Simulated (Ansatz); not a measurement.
# Electron scattering at the Σ3 (112) boundary in fcc Rh, part 2 of 3

How much does the Σ3 (112) boundary in fcc Rh reflect electrons?

Ansatz 0.2.0; Ansatz plane-wave DFT, PBEsol, PAW files; relaxation of a bicrystal slab with its lowest layers held; PAW set soft_1 (the session's first sound run).

So far. Step 2 (Relaxing the bicrystal): The largest force component on a free atom ends at 0.017 eV/Å, under the tolerance of 0.03, after 12 steps.

**3. Transmission across the boundary**

This step: Ansatz plane-wave DFT, PBEsol, PAW files; ballistic transport by layer matching (Landauer), zero bias; boundary relaxed in a short slab, bulk layers laid on; PAW set soft_1 (Ansatz 0.2.0).

System of this step: Σ3 (112) boundary in fcc Rh. The cell holds 55 atoms: 55 Rh. Cell: a = 2.689 Å, b = 6.587 Å, c = 49.984 Å, α = 90.0°, β = 90.0°, γ = 90.0°. It derives from Rh. Regions: lower grain, 22 atoms (22 Rh); boundary, 15 atoms (15 Rh); upper grain, 18 atoms (18 Rh). Vacuum lies along c.

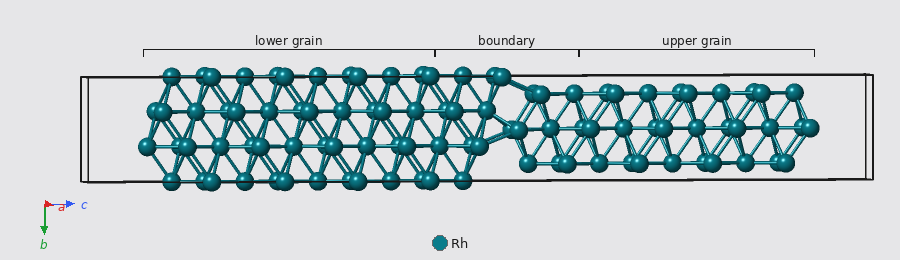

The cell of this step (rhodium blue). Some periodic images of atoms are drawn too.

input.yaml

```yaml
crystal:
  lattice:
    - [2.6891977995, 0.0, 0.0]
    - [0.0, 6.5871624263, 0.0]
    - [0.0, 0.0, 49.9839314921]
  atoms:
    - { symbol: Rh, position: [-14.5000000004, 9.6666666668, 0.0800257179] }
    - { symbol: Rh, position: [-14.0000000004, 9.3333333335, 0.0955567998] }
    - { symbol: Rh, position: [-13.5000000004, 9.0000000002, 0.1110878818] }
    - { symbol: Rh, position: [-13.0000000004, 8.6666666668, 0.1266189638] }
    - { symbol: Rh, position: [-12.5000000003, 8.3333333335, 0.1421500457] }
    - { symbol: Rh, position: [-12.0000000003, 8.0000000002, 0.1576811277] }
    - { symbol: Rh, position: [-11.5000000003, 7.6666666668, 0.1732122096] }
    - { symbol: Rh, position: [-11.0000000003, 7.3333333335, 0.1887432916] }
    - { symbol: Rh, position: [-10.5000000003, 7.0000000001, 0.2042743736] }
    - { symbol: Rh, position: [-10.0000000002, 6.6666666668, 0.2198054555] }
    - { symbol: Rh, position: [-9.5000000002, 6.3333333335, 0.2353365375] }
    - { symbol: Rh, position: [-9.0000000002, 6.0000000001, 0.2508676194] }
    - { symbol: Rh, position: [-8.5000000002, 5.6666666668, 0.2663987014] }
    - { symbol: Rh, position: [-8.0000000002, 5.3333333334, 0.2819297834] }
    - { symbol: Rh, position: [-7.5000000001, 5.0000000001, 0.2974608653] }
    - { symbol: Rh, position: [-7.0000000001, 4.6666666668, 0.3129919473] }
    - { symbol: Rh, position: [-6.5000000001, 4.3333333334, 0.3285230292] }
    - { symbol: Rh, position: [-6.0000000001, 4.0000000001, 0.3440541112] }
    - { symbol: Rh, position: [-5.5000000001, 3.6666666668, 0.3595851932] }
    - { symbol: Rh, position: [-5.0000000001, 3.3333333334, 0.3751162751] }
    - { symbol: Rh, position: [-4.5, 3.0000000001, 0.3906473571] }
    - { symbol: Rh, position: [-4.0, 2.6666666667, 0.406178439] }
    - { symbol: Rh, position: [0.5, 0.3333333334, 0.421709521] }
    - { symbol: Rh, position: [1.0, -0.0034530273, 0.4361075043] }
    - { symbol: Rh, position: [0.5, 0.6657546038, 0.4522457232] }
    - { symbol: Rh, position: [1.0, 0.3345700187, 0.4666797196] }
    - { symbol: Rh, position: [0.5, -0.0003811457, 0.4822072798] }
    - { symbol: Rh, position: [1.0, 0.6700461571, 0.4987655614] }
    - { symbol: Rh, position: [0.5, 0.3309506414, 0.5123910355] }
    - { symbol: Rh, position: [0.0, 0.0093012552, 0.5275027619] }
    - { symbol: Rh, position: [1.0, 0.5189327953, 0.5487922208] }
    - { symbol: Rh, position: [0.5, -0.1618583768, 0.5652464303] }
    - { symbol: Rh, position: [1.0, 0.1772314649, 0.5771201339] }
    - { symbol: Rh, position: [0.5, 0.5052716746, 0.5939044312] }
    - { symbol: Rh, position: [1.0, -0.1593851347, 0.6106553765] }
    - { symbol: Rh, position: [0.5, 0.1733879019, 0.6241158361] }
    - { symbol: Rh, position: [1.0, 0.5054527638, 0.6404148068] }
    - { symbol: Rh, position: [-4.5, 2.8387860971, 0.6559458888] }
    - { symbol: Rh, position: [-5.0, 3.1721194304, 0.6714769708] }
    - { symbol: Rh, position: [-5.5000000001, 3.5054527638, 0.6870080527] }
    - { symbol: Rh, position: [-6.0000000001, 3.8387860971, 0.7025391347] }
    - { symbol: Rh, position: [-6.5000000001, 4.1721194305, 0.7180702166] }
    - { symbol: Rh, position: [-7.0000000001, 4.5054527638, 0.7336012986] }
    - { symbol: Rh, position: [-7.5000000001, 4.8387860971, 0.7491323806] }
    - { symbol: Rh, position: [-8.0000000001, 5.1721194305, 0.7646634625] }
    - { symbol: Rh, position: [-8.5000000002, 5.5054527638, 0.7801945445] }
    - { symbol: Rh, position: [-9.0000000002, 5.8387860972, 0.7957256264] }
    - { symbol: Rh, position: [-9.5000000002, 6.1721194305, 0.8112567084] }
    - { symbol: Rh, position: [-10.0000000002, 6.5054527638, 0.8267877904] }
    - { symbol: Rh, position: [-10.5000000002, 6.8387860972, 0.8423188723] }
    - { symbol: Rh, position: [-11.0000000003, 7.1721194305, 0.8578499543] }
    - { symbol: Rh, position: [-11.5000000003, 7.5054527638, 0.8733810362] }
    - { symbol: Rh, position: [-12.0000000003, 7.8387860972, 0.8889121182] }
    - { symbol: Rh, position: [-12.5000000003, 8.1721194305, 0.9044432002] }
    - { symbol: Rh, position: [-13.0000000003, 8.5054527639, 0.9199742821] }
kpoints:
  mp_grid: { grid: [9, 4, 1] }
hamiltonian:
  xc: pbesol
  pseudopotentials: { kind: paw, azcp: { folder: soft_1 }, xc_functional: pbe }
scf:
  occupations: { method: fermi_dirac, width: 0.1 }
output:
  transmission:
    leads: [[12, 13], [44, 45]]
    kmesh: [24, 10]
    e_range: [-0.1, 0.1]
    de: 0.05
  write_potential: true
  write_density: true
  volumetric_format: npy
  elf: true
```

Command:

```console
$ ansatz run input.yaml --threads 4 --pin off --max-ram 15360MiB --backend cpu --events-out ev --progress --plain --runs-dir out
```

Numbers of over 12 decimals in the logs are rounded to 6 here.

Log:

```text
[...]
Crystal: 55 atoms, lattice volume = 885.424 Å³
Basis set: ecut = 420 eV, 17385 PW (Γ)
Bands: 561, of which v1, the nominal top of the filled ones, is band 468 counted from 1 (467 counted from 0)
Symmetry: 2 space group operations
[...]
k-points: 15 of 36 (time reversal used)
[...]
SCF iter   1: F=—  HF=-348658.971525 eV  |F-HF|=—  |Δ(HF+E_count)|=         —  Δρ=1.10e-1  dr2=1.58e2  ethr=3.10e-3  ⟨swp⟩=6.0  Hψ=27646  notcnv=0  defer=333
[...]
SCF iter  12: F=-348626.763511 eV  HF=-348626.763511 eV  |F-HF|=6.43e-8  |Δ(HF+E_count)|=   1.46e-8  Δρ=1.95e-6  dr2=8.76e-8  ethr=1.07e-11  ⟨swp⟩=11.5  Hψ=25513  notcnv=0
SCF 1 converged in 12 iterations: F = -348626.763511 eV  dr2 = 8.76e-8
[...]
transmission: 562 of 5616 steps passed
transmission: 1124 of 5616 steps passed
[...]
transmission: 5616 of 5616 steps passed
WARN: The input density's exchange-correlation potential varies sharply where the density is thin. Do not read a vacuum level from v_tot or v_xc, or from such a field of the output density. On a cell that repeats whose density bears no net charge and no dipole along the vacuum's axis use v_es (v_loc + v_h of the components); under efield.dipole_correction with no amplitude use v_es + v_field, which holds any external [...]
SCF converged after 12 iterations
Free energy (F): -348626.763511 eV
[...]
Internal energy: -348624.227990 eV  (E = F + TS)
E sigma→0 (E₀):  -348625.495750 eV
Entropy (-TS):   -2.535520 eV (-46.100 meV/atom)
Fermi energy:    18.278295 eV
[...]
--- Band table (eV; the first three rows and the last of 15) ---
  k-point 0: bands = [... 464 lower, 17.9753, 17.9766, 17.9929, 18.0340, 18.0738, 18.0932, 18.1296, 18.1781, ... 89 higher]
  k-point 1: bands = [... 464 lower, 17.9455, 17.9547, 17.9902, 18.0008, 18.0250, 18.0354, 18.0721, 18.1000, ... 89 higher]
  k-point 2: bands = [... 464 lower, 17.7719, 17.7951, 17.8230, 17.8408, 17.9036, 17.9505, 17.9821, 17.9954, ... 89 higher]
  k-point 14: bands = [... 464 lower, 18.7876, 18.7990, 18.8115, 18.8199, 18.8350, 18.8458, 18.8524, 18.8720, ... 89 higher]
--- Transmission ---
  basis      : 159 plane waves across, 72 finite elements along
  points     : 78, standing for a mesh of 24 x 10
  energies   : 5 from -0.100000 to 0.100000 eV about the Fermi level, 0.050000 eV apart; the leads are filled to 0.000000 eV, and channels, transmission and decay are at 0.000000 eV
  crystal 0  : Rh3, at the sites [12, 13], period 2.3289 Å, over 17.86 Å; its Hamiltonian steps by up to 15.5 meV
    offset         : up to 0.0000 Å between an atom of the period and one for which it stands
    channels       : 5.191667e0 a spin
    conductance    : none, the energies end too early or step too widely for 300 K: set another output.transmission.e_range or a lower de, or, where they end at an eighth of basis.ecutwfc, a higher one
[...]
channels       : 5.175000e0 a spin
[...]
junction   : crystal 0 to crystal 1, 12.62 to 36.75 Å
    transmission   : 2.685822e0 a spin
[...]
```

The job ended after 12 min (4 threads of Intel Xeon Platinum 8259CL at 2.50GHz (Skylake/Cascade Lake), shared host; peak memory 10 GiB; 43 min of CPU time).

Numbers from this step:

| Quantity | Value |
| --- | --- |
| free energy | -348626.7635 eV |
| energy at zero smearing | -348625.4958 eV |
| Fermi energy | 18.28 eV |
| cell area | 17.71 Å² |
| transmission per spin nearest the Fermi level | 2.686 |
| open channels per spin nearest the Fermi level | 5.192 |
| open channels per spin, upper lead | 5.175 |
| step of the lead's potential | 15.5 meV |
| step of the upper lead's potential | 17.5 meV |

Per spin. Table of transmission, zone mean by energy, zero at the Fermi level:

```
energy (eV)  transmission, zone mean
    -0.1000                     2.69
    -0.0500                     2.63
     0.0000                     2.69
     0.0500                     2.74
     0.1000                     2.84
```

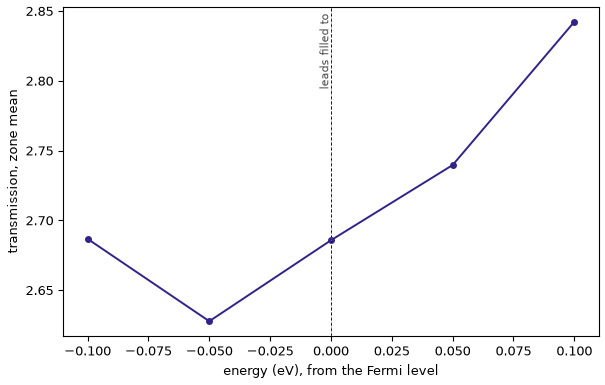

Transmission, zone mean against energy.

Per spin. Table of open channels, zone mean by energy, zero at the Fermi level:

```
energy (eV)  lead  upper lead
    -0.1000   5.2        5.18
    -0.0500  5.13        5.11
     0.0000  5.19        5.17
     0.0500  5.19        5.21
     0.1000  5.26        5.24
```

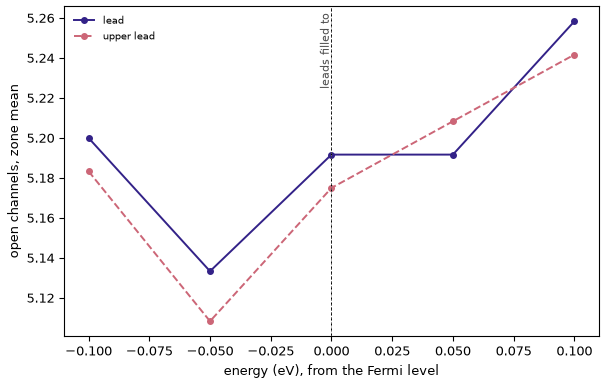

Open channels, zone mean, plotted against energy.

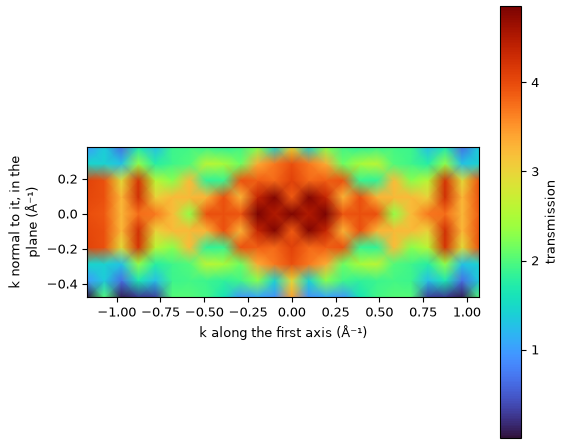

Transmission over k1 and k2. At 0.0000 eV from the Fermi level.

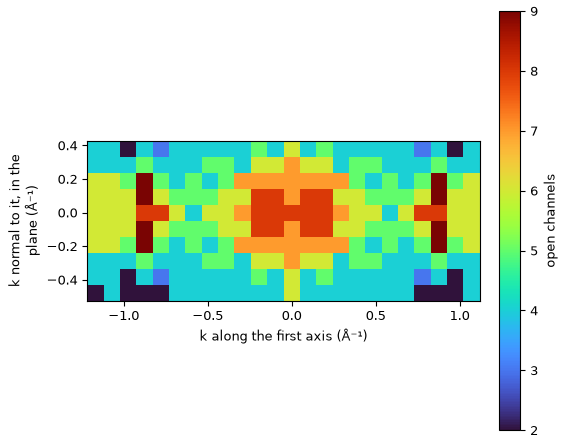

Open channels over k1 and k2. At 0.0000 eV from the Fermi level.

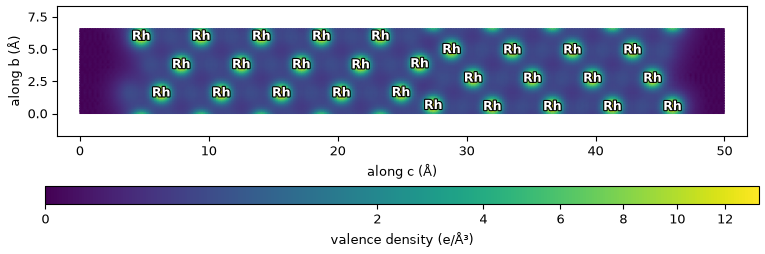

Valence density in the cb plane at fractional x = 0.000, with atoms of Rh within 0.2 Å of it. It is the smooth field of the valence electrons, not physical close to the nuclei. The map starts off the cell's origin, so that atoms lie inside it. The colour scale is stretched toward low values.

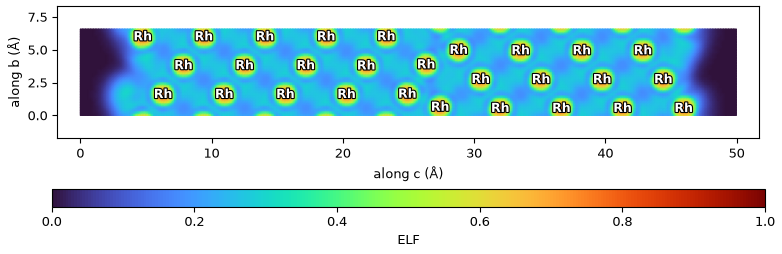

ELF in the cb plane at fractional x = 0.000, with atoms of Rh within 0.2 Å of it. It is the smooth field of the valence electrons, not physical close to the nuclei. The map starts off the cell's origin, so that atoms lie inside it.

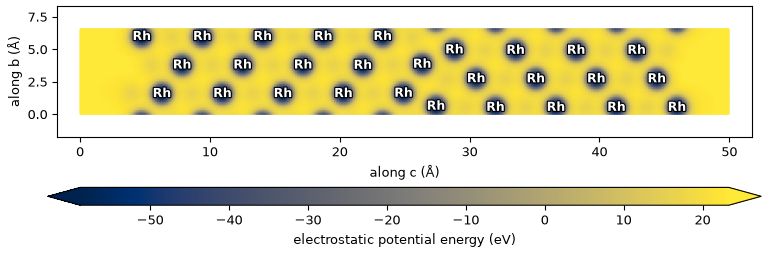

Electrostatic potential energy in the cb plane at fractional x = 0.000, with atoms of Rh within 0.2 Å of it. With pseudopotentials it is smooth inside the atoms' cores, unlike the true potential. The map starts off the cell's origin, so that atoms lie inside it.

Over the solved energies the transmission per spin lies between 2.63 and 2.84, out of 5.20 channels of the lead on average (up to 5.26).

**4. Specific resistance**

This step: Ansatz plane-wave DFT, PBEsol, PAW files; ballistic transport by layer matching (Landauer), zero bias; specific resistance of the boundary; PAW set soft_1 (Ansatz 0.2.0).

Numbers from this step:

| Item | Value |
| --- | --- |
| area resistance | 0.4010 fΩ m² |
| T over the leads' mean channel count | 0.5235 |

Averaged over the energies near the Fermi level, 52.3 % of the channels pass, which makes 0.401 fΩ m².

By hand, with T and the leads' channels N averaged over the energies near the Fermi level: RA = A (h/2e²)(1/T − ½[1/N₁ + 1/N₂]) = 17.71×10⁻²⁰ m² × 12 906 Ω × (1/2.716 − ½[1/5.195 + 1/5.183]) = 0.401 fΩ m².

(Continued in part 3 of 3.)

[Logs are printed without paths, hosts, clocks, repeated set-up lines and the standing remarks that a program may print on its own settings, such as how far it seeks lower states.]

[Hosts, paths, dates, database ids (printed as entryN), source tags and the programs' standing remarks are cut or masked in the printed files.]
